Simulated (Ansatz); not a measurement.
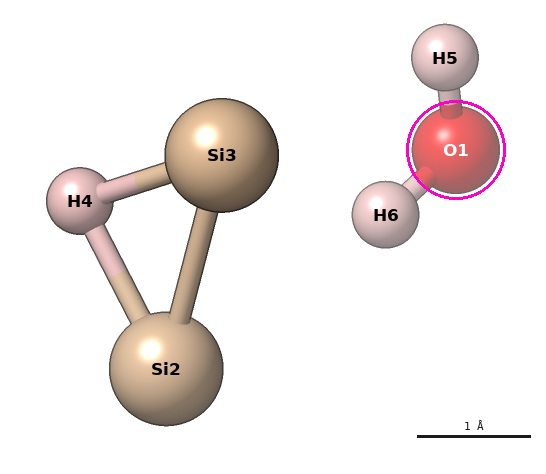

Orthographic view. Atoms fade into the background with distance from the viewer. Charge −1, singlet. The geometry was computed by an optimisation with PBE0-D4/def2-TZVPD. No frequency run is at hand to confirm it as a minimum.

**Which atoms are bonded to the circled atom?**

The circled atom is O1; it is bonded to H5, H6.

**Which atom is farthest from the viewer?**

O1, 1.3 Å behind the mean position.

**Which atom is nearest the viewer?**

Si3, 1.6 Å in front of the mean position.
